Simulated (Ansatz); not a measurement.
# C₄H₅F: geometry and vibrations

What shape does C₄H₅F take? The plan is to relax it, then compute its harmonic vibrations to see whether it is a minimum and to get the zero-point energy and entropy.

Computed with Ansatz 0.2.0, Gaussian basis. Level: RKS PBE0-D4/def2-TZVP.

Plan: relaxation at PBE-D4/def2-SVP; relaxation at PBE0-D4/def2-TZVP; harmonic vibrations at the same level.

1 further run of the same task is left out (set aside as unsound or not needed).

## 1. The system as given

SMILES `CC1C=C1F`, 10 atoms, charge 0, spin multiplicity 1.

Atoms are counted from 1 here; the program's logs count them from 0.

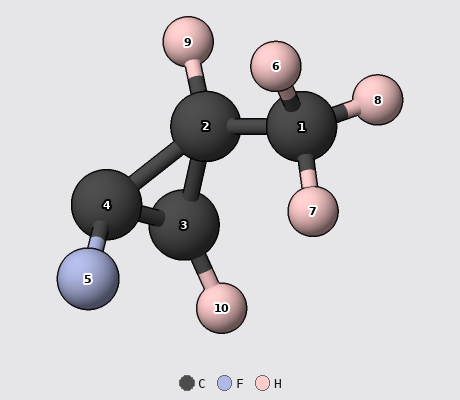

The starting geometry (carbon dark grey, fluorine light blue, hydrogen pink); atoms are numbered from 1 in the order of the file.

Coordinates:

```xyz
10

C    -0.7733   -0.8175   -0.2821
C     0.0020   -0.0049    0.6695
C     1.3322    0.3492    0.3637
C     0.5347    1.3393    0.3596
F     0.2818    2.0126   -0.7921
H    -1.8812   -0.5133   -0.1618
H    -0.5319   -0.5686   -1.3348
H    -0.6623   -1.8297   -0.1255
H    -0.2380   -0.1849    1.7457
H     2.0191    0.1666   -0.4394
```

The start is a force-field geometry with small random shifts, so a cheaper pass at PBE-D4/def2-SVP comes first.

## 2. Relaxation at PBE-D4/def2-SVP (cheap first pass)

Contents of in.yaml:

```yaml
crystal:
  periodic: [false, false, false]
  atoms:
    - {symbol: C, position_ang: [-0.773300, -0.817500, -0.282100]}
    - {symbol: C, position_ang: [0.002000, -0.004900, 0.669500]}
    - {symbol: C, position_ang: [1.332200, 0.349200, 0.363700]}
    - {symbol: C, position_ang: [0.534700, 1.339300, 0.359600]}
    - {symbol: F, position_ang: [0.281800, 2.012600, -0.792100]}
    - {symbol: H, position_ang: [-1.881200, -0.513300, -0.161800]}
    - {symbol: H, position_ang: [-0.531900, -0.568600, -1.334800]}
    - {symbol: H, position_ang: [-0.662300, -1.829700, -0.125500]}
    - {symbol: H, position_ang: [-0.238000, -0.184900, 1.745700]}
    - {symbol: H, position_ang: [2.019100, 0.166600, -0.439400]}
basis:
  gaussian: {orbitals: def2-SVP}
hamiltonian: {xc: pbe, dispersion: d4}
relax: {f_tol: 0.03, max_steps: 200}
```

The run is started by

```console
ansatz run in.yaml --threads 2 --pin off --events-out ev --progress --plain --max-ram 4352MiB
```

The program printed (excerpt; [...] marks lines left out):

```text
Functional definition: PBE
  name "PBE"
  cite "Perdew, Burke & Ernzerhof, Phys. Rev. Lett. 77, 3865 (1996) doi:10.1103/PhysRevLett.77.3865"
  parent pbe
[...]
1070 factors; their error is unknown
[...]
mean field -6928.60075950 eV, -254.6213815372 hartree, gradient 1.6e-5 eV, S^2 0.000000; 0 other end points of the search recorded, 0 dependent functions left out
[...]
reference -6928.60078629 eV, -254.6213825217 hartree; 19, 19 occupied and 76, 76 virtual orbitals, 1070 factors
relax step   1: F+E_penalty+E_count = -6928.77327472 eV  Δ(F+E_penalty+E_count) = +0.000e0 eV  max|allowed force component| = 5.623e0 eV/Å  Δτ_max = 0.0000 Å  (30 SCF iters, accepted)
[...]
relax step   4: F+E_penalty+E_count = -6930.14809348 eV  Δ(F+E_penalty+E_count) = -2.442e-1 eV  max|allowed force component| = 1.067e0 eV/Å  Δτ_max = 0.2000 Å  (36 SCF iters, accepted)
[...]
relax step   7: F+E_penalty+E_count = -6930.38910874 eV  Δ(F+E_penalty+E_count) = -3.735e-2 eV  max|allowed force component| = 4.886e-1 eV/Å  Δτ_max = 0.0442 Å  (30 SCF iters, accepted)
[...]
relax step  10: F+E_penalty+E_count = -6930.39869293 eV  Δ(F+E_penalty+E_count) = +5.957e-3 eV  max|allowed force component| = 4.876e-1 eV/Å  Δτ_max = 0.0220 Å  (30 SCF iters, rejected (line search))
[...]
relax step  12: F+E_penalty+E_count = -6930.40528198 eV  Δ(F+E_penalty+E_count) = +2.451e-4 eV  max|allowed force component| = 1.013e-1 eV/Å  Δτ_max = 0.0084 Å  (31 SCF iters, rejected (line search))
[...]
relax step  13: F+E_penalty+E_count = -6930.40560826 eV  Δ(F+E_penalty+E_count) = -8.115e-5 eV  max|allowed force component| = 6.839e-3 eV/Å  Δτ_max = 0.0032 Å  (32 SCF iters, accepted)
1070 factors; their error is unknown
[...]
mean field -6930.24237478 eV, -254.6817097861 hartree, gradient 2.0e-5 eV, S^2 0.000000; 1 other end points of the search recorded, 0 dependent functions left out
[...]
reference -6930.24240211 eV, -254.6817107905 hartree; 19, 19 occupied and 76, 76 virtual orbitals, 1070 factors
Total energy: -6930.40563560 eV, -254.6877095105 hartree
Atom 0 at    -0.907436    -0.885601    -0.293973 Å, force     0.002078     0.000472    -0.000571 eV/Å
Atom 1 at    -0.013419     0.035505     0.520648 Å, force    -0.000134    -0.001951     0.000158 eV/Å
Atom 2 at     1.438745     0.384018     0.058698 Å, force    -0.003812     0.006839    -0.001720 eV/Å
Atom 3 at     0.524441     1.311168    -0.003413 Å, force     0.004624    -0.002619     0.001408 eV/Å
Atom 4 at     0.211564     2.557055    -0.319359 Å, force    -0.001324    -0.004060     0.001629 eV/Å
Atom 5 at    -1.980926    -0.664358    -0.116046 Å, force    -0.002141     0.001102     0.000265 eV/Å
Atom 6 at    -0.710002    -0.778513    -1.380152 Å, force     0.000247     0.000443    -0.000995 eV/Å
Atom 7 at    -0.741645    -1.947973    -0.017273 Å, force     0.000279    -0.001349     0.000709 eV/Å
Atom 8 at    -0.187363    -0.048453     1.617826 Å, force    -0.000918     0.003176    -0.000467 eV/Å
Atom 9 at     2.449141    -0.014047    -0.064156 Å, force     0.001101    -0.002053    -0.000415 eV/Å
Dipole moment:     0.060817    -0.181198     0.021576 e Å
```

Wall time 20 s (2 threads of Arm Neoverse V1, shared host).

Step by step: (the energy doesn't fall at every step)

```csv
step,energy from step 1 (eV),largest force component (eV/Å)
1,0.0000,5.6228
2,-0.7461,2.0322
3,-1.1307,1.6943
4,-1.3748,1.0669
5,-1.5241,0.9792
6,-1.5785,0.8382
7,-1.6158,0.4886
8,-1.6134,0.3194
9,-1.6314,0.1081
10,-1.6254,0.4876
11,-1.6323,0.0621
12,-1.6320,0.1013
13,-1.6323,0.0068
```

Close pairs (by a distance rule), those that changed most:

```csv
bond,before (Å),after (Å),change (Å)
C2–C3,1.410,1.563,+0.153
C1–H8,1.030,1.110,+0.080
C1–C2,1.472,1.520,+0.048
C1–H6,1.155,1.110,-0.045
C4–F5,1.358,1.323,-0.035
C3–C4,1.271,1.304,+0.032
C3–H10,1.072,1.093,+0.020
C2–H9,1.117,1.114,-0.003
```

## 3. Relaxation at PBE0-D4/def2-TZVP

Contents of in.yaml:

```yaml
crystal:
  periodic: [false, false, false]
  atoms:
    - {symbol: C, position_ang: [-0.907436, -0.885601, -0.293973]}
    - {symbol: C, position_ang: [-0.013419, 0.035505, 0.520648]}
    - {symbol: C, position_ang: [1.438745, 0.384018, 0.058698]}
    - {symbol: C, position_ang: [0.524441, 1.311168, -0.003413]}
    - {symbol: F, position_ang: [0.211564, 2.557055, -0.319359]}
    - {symbol: H, position_ang: [-1.980926, -0.664358, -0.116046]}
    - {symbol: H, position_ang: [-0.710002, -0.778513, -1.380152]}
    - {symbol: H, position_ang: [-0.741645, -1.947973, -0.017273]}
    - {symbol: H, position_ang: [-0.187363, -0.048453, 1.617826]}
    - {symbol: H, position_ang: [2.449141, -0.014047, -0.064156]}
basis:
  gaussian: {orbitals: def2-TZVP}
hamiltonian: {xc: pbe0, dispersion: d4}
relax: {f_tol: 0.005, max_steps: 150}
```

Same command.

The program printed (excerpt; [...] marks lines left out):

```text
Functional definition: PBE0
  name "PBE0"
  cite "Adamo & Barone, J. Chem. Phys. 110, 6158 (1999) doi:10.1063/1.478522"
  cite "Perdew, Burke & Ernzerhof, Phys. Rev. Lett. 77, 3865 (1996) doi:10.1103/PhysRevLett.77.3865"
  parent pbe
[...]
1096 factors; their error is unknown
[...]
mean field -6938.42615229 eV, -254.9824580626 hartree, gradient 1.8e-5 eV, S^2 0.000000; 0 other end points of the search recorded, 0 dependent functions left out
[...]
reference -6938.42617991 eV, -254.9824590776 hartree; 19, 19 occupied and 166, 166 virtual orbitals, 1096 factors
relax step   1: F+E_penalty+E_count = -6938.56214833 eV  Δ(F+E_penalty+E_count) = +0.000e0 eV  max|allowed force component| = 9.418e-1 eV/Å  Δτ_max = 0.0000 Å  (30 SCF iters, accepted)
[...]
Atom 0 at    -0.900193    -0.877067    -0.291410 Å, force     0.001062    -0.000180    -0.000937 eV/Å
Atom 1 at    -0.013838     0.033418     0.521907 Å, force    -0.003570    -0.002690     0.002118 eV/Å
Atom 2 at     1.423597     0.380248     0.060652 Å, force    -0.001225    -0.000631     0.001727 eV/Å
Atom 3 at     0.522661     1.288409    -0.000512 Å, force     0.004336     0.001065    -0.002056 eV/Å
Atom 4 at     0.206462     2.518514    -0.320473 Å, force    -0.001449     0.001147     0.000431 eV/Å
Atom 5 at    -1.957217    -0.653700    -0.120108 Å, force     0.000840     0.000146     0.000177 eV/Å
Atom 6 at    -0.697244    -0.765536    -1.359221 Å, force    -0.000191    -0.000194     0.001024 eV/Å
Atom 7 at    -0.738133    -1.923943    -0.019877 Å, force    -0.000328     0.000311    -0.000138 eV/Å
Atom 8 at    -0.181685    -0.046384     1.600471 Å, force     0.000856     0.000611    -0.001586 eV/Å
Atom 9 at     2.418689    -0.005157    -0.068629 Å, force    -0.000331     0.000415    -0.000762 eV/Å
Dipole moment:     0.075390    -0.229525     0.039942 e Å
```

It took 28 s on 2 threads of Arm Neoverse V1, shared host; peak memory 0.4 GiB.

Step by step:

```csv
step,energy from step 1 (eV),largest force component (eV/Å)
1,0.0000,0.9418
2,-0.0530,0.2272
3,-0.0580,0.0227
4,-0.0580,0.0149
5,-0.0580,0.0127
6,-0.0580,0.0043
```

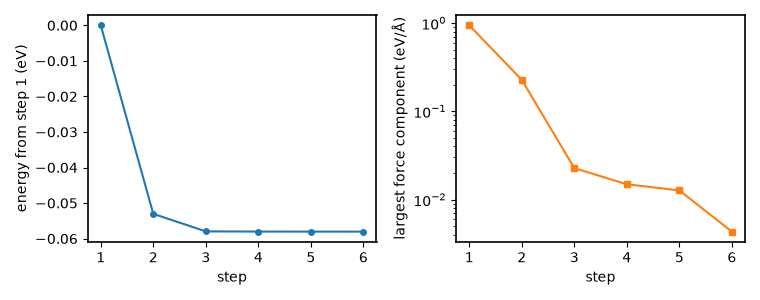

Energy and largest force along the relaxation.

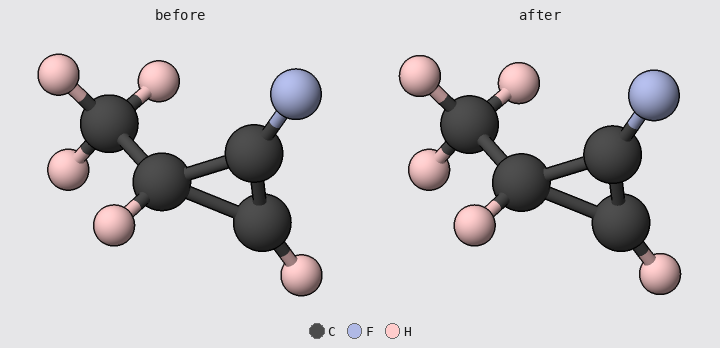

The geometry before (left) and after (right).

Distances of close pairs at the start and the end, largest changes first:

```csv
bond,before (Å),after (Å),change (Å)
C3–C4,1.304,1.281,-0.023
C2–H9,1.114,1.094,-0.020
C2–C4,1.480,1.461,-0.019
C3–H10,1.093,1.075,-0.018
C1–H8,1.110,1.094,-0.017
C1–H6,1.110,1.094,-0.017
C1–H7,1.109,1.093,-0.017
C2–C3,1.563,1.549,-0.014
```

Mulliken charges at the end point, from the run's report:

```csv
atom,value (e)
C1,-0.34
C2,-0.13
C3,-0.20
C4,0.20
F5,-0.16
H6,0.12
H7,0.12
H8,0.12
H9,0.10
H10,0.17
```

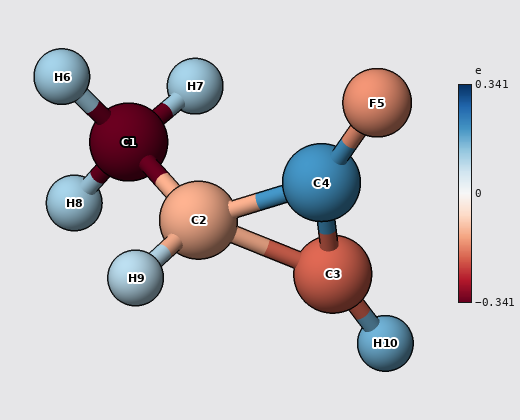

Mulliken charges at the end point, from the run's report, as colours on the atoms.

## 4. Vibrations by finite differences

Contents of in.yaml:

```yaml
crystal:
  periodic: [false, false, false]
  atoms:
    - {symbol: C, position_ang: [-0.900193, -0.877067, -0.291410]}
    - {symbol: C, position_ang: [-0.013838, 0.033418, 0.521907]}
    - {symbol: C, position_ang: [1.423597, 0.380248, 0.060652]}
    - {symbol: C, position_ang: [0.522661, 1.288409, -0.000512]}
    - {symbol: F, position_ang: [0.206462, 2.518514, -0.320473]}
    - {symbol: H, position_ang: [-1.957217, -0.653700, -0.120108]}
    - {symbol: H, position_ang: [-0.697244, -0.765536, -1.359221]}
    - {symbol: H, position_ang: [-0.738133, -1.923943, -0.019877]}
    - {symbol: H, position_ang: [-0.181685, -0.046384, 1.600471]}
    - {symbol: H, position_ang: [2.418689, -0.005157, -0.068629]}
basis:
  gaussian: {orbitals: def2-TZVP}
hamiltonian: {xc: pbe0, dispersion: d4}
phonons: {temperatures: {t_min: 298.15, t_max: 900, t_step: 200}}
```

Launched as before.

The program printed (excerpt; [...] marks lines left out):

```text
Functional definition: PBE0
  name "PBE0"
  cite "Adamo & Barone, J. Chem. Phys. 110, 6158 (1999) doi:10.1063/1.478522"
  cite "Perdew, Burke & Ernzerhof, Phys. Rev. Lett. 77, 3865 (1996) doi:10.1103/PhysRevLett.77.3865"
  parent pbe
[...]
1096 factors; their error is unknown
[...]
mean field -6938.48319951 eV, -254.9845545092 hartree, gradient 4.6e-5 eV, S^2 0.000000; 0 other end points of the search recorded, 0 dependent functions left out
[...]
reference -6938.48322688 eV, -254.9845555149 hartree; 19, 19 occupied and 166, 166 virtual orbitals, 1096 factors
[...]
1096 factors; their error is unknown
mean field -6938.48302638 eV, -254.9845481466 hartree, gradient 2.2e-6 eV, S^2 0.000000; 0 other end points of the search recorded, 0 dependent functions left out
[...]
reference -6938.48305375 eV, -254.9845491526 hartree; 19, 19 occupied and 166, 166 virtual orbitals, 1096 factors
[...]
Atom 3 at     0.522661     1.288409    -0.000512 Å, force     0.004359     0.001052    -0.002063 eV/Å
Atom 4 at     0.206462     2.518514    -0.320473 Å, force    -0.001452     0.001149     0.000432 eV/Å
Atom 5 at    -1.957217    -0.653700    -0.120108 Å, force     0.000860     0.000145     0.000177 eV/Å
Atom 6 at    -0.697244    -0.765536    -1.359221 Å, force    -0.000187    -0.000195     0.001013 eV/Å
Atom 7 at    -0.738133    -1.923943    -0.019877 Å, force    -0.000323     0.000313    -0.000138 eV/Å
Atom 8 at    -0.181685    -0.046384     1.600471 Å, force     0.000857     0.000609    -0.001578 eV/Å
Atom 9 at     2.418689    -0.005157    -0.068629 Å, force    -0.000307     0.000406    -0.000768 eV/Å
Dipole moment:     0.075390    -0.229525     0.039942 e Å
Vibrations: 186.52 206.54 354.75 440.80 544.05 692.86 749.97 854.43 963.66 1008.30 1072.63 1103.28 1118.43 1329.78 1397.27 1415.28 1479.15 1488.96 1913.79 3040.00 3049.95 3109.00 3125.01 3318.62 cm⁻¹, zero-point energy 2.105440 eV
```

Run time: 2.9 min. Hardware: 2 threads of Arm Neoverse V1, shared host; peak memory 0.4 GiB.

Motions are named by where the mode's potential energy lies. Wavenumbers, unscaled:

```csv
mode,cm⁻¹,motion
1,187,torsion
2,207,bend with out-of-plane bend
3,355,bend with out-of-plane bend
4,441,bend
5,544,bend
6,693,bend
7,750,out-of-plane bend
8,854,C–C stretch with bend
9,964,bend
10,1008,bend
11,1073,C–F and C–C stretch
12,1103,bend with C–C stretch
13,1118,bend
14,1330,bend with C–C stretch
15,1397,bend
16,1415,bend
17,1479,bend
18,1489,bend
19,1914,C–C stretch
20,3040,C–H stretch
21,3050,C–H stretch
22,3109,C–H stretch
23,3125,C–H stretch
24,3319,C–H stretch
```

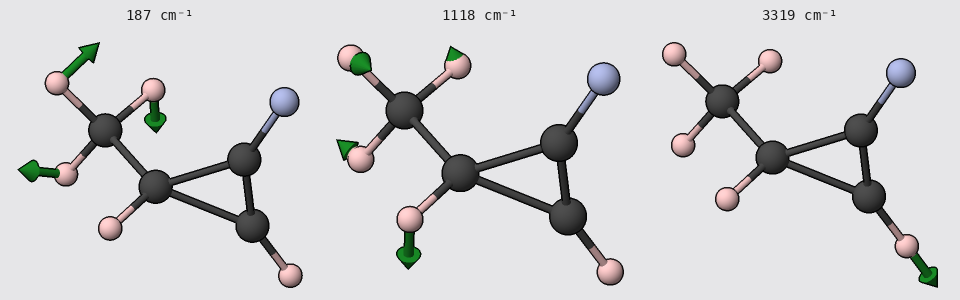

How the atoms move in 3 of the modes.

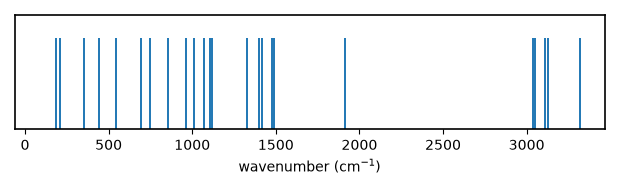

The harmonic wavenumbers as sticks (no intensities were computed).

Ideal gas, rigid rotor and harmonic oscillator at 298.15 K and 1 bar, with symmetry number 1:

```csv
term,value
zero-point energy,48.6 kcal/mol
H(298) − E,52.4 kcal/mol
"entropy, translation",162.2 J/(mol K)
"entropy, rotation",106.1 J/(mol K)
"entropy, vibration",33.8 J/(mol K)
"entropy, total",302.0 J/(mol K)
```

## 5. Outcome

| quantity | value |
| --- | --- |
| point group | C1 |
| steps | 13 + 6 |
| shift from the start (rms) | 0.354 Å |
| total energy | -6938.6202 eV |
| dispersion term | -137 meV |
| dipole moment | 1.18 D |
| lowest, highest wavenumber | 187, 3319 cm⁻¹ |
| zero-point energy | 48.6 kcal/mol |
| entropy at 298.15 K | 302.0 J/(mol K) |

The relaxed geometry lies 0.35 Å (rms) from the start; the bond that changed most is C2–C3, from 1.410 to 1.549 Å. No mode is imaginary: a true minimum at this level. The stiffest mode, 3319 cm⁻¹, is a C–H stretch. Harmonic hybrid wavenumbers usually lie a few per cent above measured fundamentals. The largest Mulliken charge, -0.34 e, sits on C1.
